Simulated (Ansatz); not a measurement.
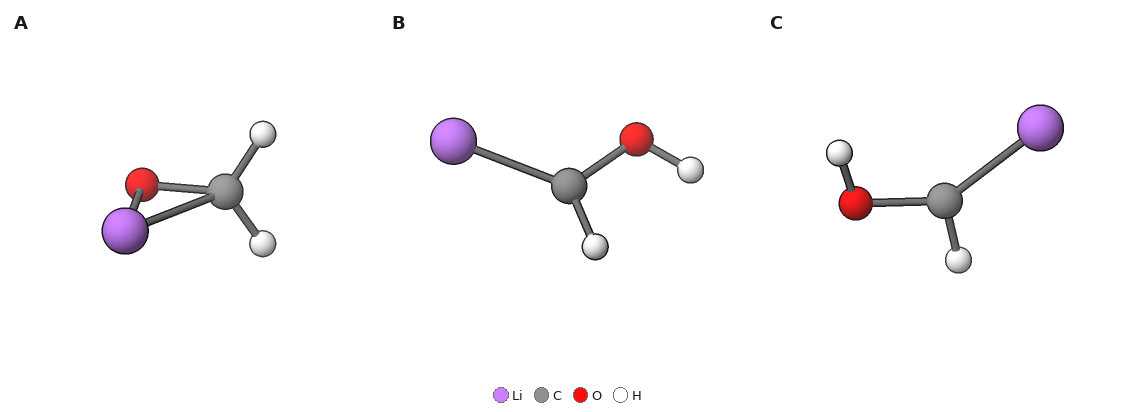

3 stationary structures of one formula. State: neutral, doublet. Geometries: PBE0-D4/def2-TZVP. Electronic energies: B3LYP-D4/def2-TZVPP (Ansatz 0.2.0), without zero-point energy. No frequency run is at hand to confirm each as a minimum.

Which structure is the most stable?

A is lowest (Cs); C lies 1.831 eV above it (Cs), B lies 1.839 eV above it (Cs).
